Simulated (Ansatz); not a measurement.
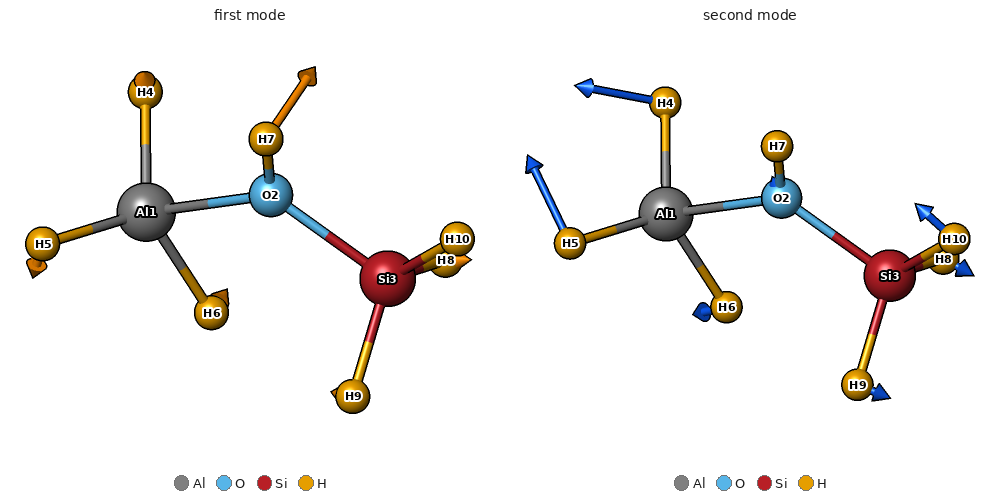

The system is AlH₇OSi, SMILES [AlH3-][OH+][SiH3]; the picture shows the reference structure; its two panels give the patterns of the first and the second mode as arrows. First axis: normal mode 2 (114 cm⁻¹). Second axis: normal mode 12 (795 cm⁻¹). Nothing is relaxed (straight displacements along the two mass-weighted modes). The scan uses a 15 × 15 grid. Energies are in kJ/mol, from the lowest grid point. Method: Ansatz, RKS B3LYP-D4/def2-TZVP.

Its coordinates:

```yaml
atoms:
  - { symbol: Al, position_ang: [-1.1725, 0.8461, -0.9206] }
  - { symbol: O, position_ang: [0.5834, 0.0271, -0.4416] }
  - { symbol: Si, position_ang: [0.8095, -0.7919, 1.0378] }
  - { symbol: H, position_ang: [-1.5580, 0.0519, -2.2434] }
  - { symbol: H, position_ang: [-0.7910, 2.3837, -1.0607] }
  - { symbol: H, position_ang: [-1.8188, 0.3580, 0.4611] }
  - { symbol: H, position_ang: [1.3310, 0.0935, -1.0448] }
  - { symbol: H, position_ang: [-0.1041, -1.9422, 1.0817] }
  - { symbol: H, position_ang: [0.5821, 0.1546, 2.1389] }
  - { symbol: H, position_ang: [2.2214, -1.2320, 0.9947] }
```

Range: normal mode 2 (114 cm⁻¹) from −0.513 to 0.513 amu½·Å; normal mode 12 (795 cm⁻¹) from −0.508 to 0.508 amu½·Å.

**What landscape does the calculation give?**

The lowest grid point is at normal mode 2 (114 cm⁻¹) = 0.000 amu½·Å, normal mode 12 (795 cm⁻¹) = 0.000 amu½·Å. The highest grid point, normal mode 2 (114 cm⁻¹) = 0.513 amu½·Å, normal mode 12 (795 cm⁻¹) = 0.508 amu½·Å, lies 53.2 kJ/mol above the lowest.

```csv
"normal mode 12 (795 cm⁻¹) ↓, normal mode 2 (114 cm⁻¹) →",−0.513,−0.440,−0.366,−0.293,−0.220,−0.147,−0.073,0.000,0.073,0.147,0.220,0.293,0.366,0.440,0.513
0.508,53.2,43.9,37.5,33.6,31.5,30.7,30.5,30.4,30.5,30.7,31.5,33.6,37.5,43.9,53.2
0.436,44.9,35.6,29.3,25.3,23.3,22.4,22.2,22.2,22.2,22.4,23.3,25.3,29.3,35.6,44.9
0.363,38.0,28.7,22.4,18.4,16.4,15.5,15.3,15.3,15.3,15.5,16.4,18.4,22.4,28.7,38.0
0.290,32.4,23.2,16.8,12.9,10.8,10.0,9.7,9.7,9.7,10.0,10.8,12.9,16.8,23.2,32.4
0.218,28.1,18.9,12.5,8.6,6.5,5.7,5.4,5.4,5.4,5.7,6.5,8.6,12.5,18.8,28.1
0.145,25.1,15.8,9.5,5.5,3.5,2.6,2.4,2.4,2.4,2.6,3.5,5.5,9.4,15.8,25.1
0.073,23.3,14.0,7.7,3.7,1.7,0.8,0.6,0.6,0.6,0.8,1.7,3.7,7.6,14.0,23.2
0.000,22.7,13.4,7.1,3.1,1.1,0.3,0.0,0.0,0.0,0.2,1.1,3.1,7.0,13.4,22.6
−0.073,23.2,14.0,7.6,3.7,1.7,0.8,0.6,0.6,0.6,0.8,1.7,3.7,7.6,14.0,23.2
−0.145,25.0,15.8,9.4,5.5,3.4,2.6,2.4,2.3,2.4,2.6,3.4,5.5,9.4,15.7,25.0
−0.218,27.9,18.7,12.3,8.4,6.4,5.5,5.3,5.3,5.3,5.5,6.3,8.4,12.3,18.7,27.9
−0.290,32.0,22.8,16.4,12.5,10.4,9.6,9.4,9.3,9.4,9.6,10.4,12.5,16.4,22.7,32.0
−0.363,37.3,28.0,21.7,17.7,15.7,14.8,14.6,14.6,14.6,14.8,15.7,17.7,21.6,28.0,37.3
−0.436,43.7,34.4,28.1,24.1,22.1,21.2,21.0,21.0,21.0,21.2,22.1,24.1,28.1,34.4,43.7
−0.508,51.3,42.1,35.7,31.7,29.7,28.8,28.6,28.6,28.6,28.8,29.7,31.7,35.7,42.0,51.3
```

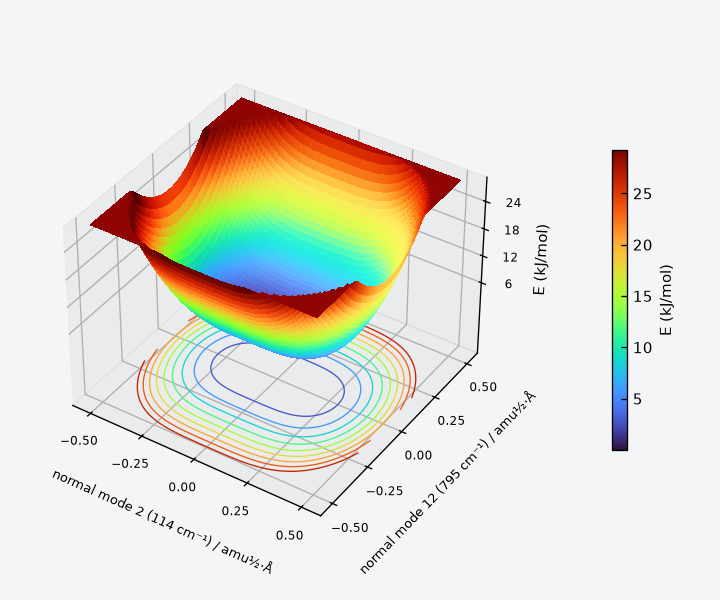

The picture shows a relief with its contours projected below, any walls above the top of the colour scale cut off. Between grid points the surface is interpolated.

Each point was launched as `ansatz run input.yaml --threads 1 --pin off --max-ram 2560MiB --backend cpu --events-out ev --progress --plain --runs-dir out`. Time for the 225 points that were run: 9.6 min on 1 thread of AMD EPYC 9R45 96-Core Processor (Zen 5) (shared host).
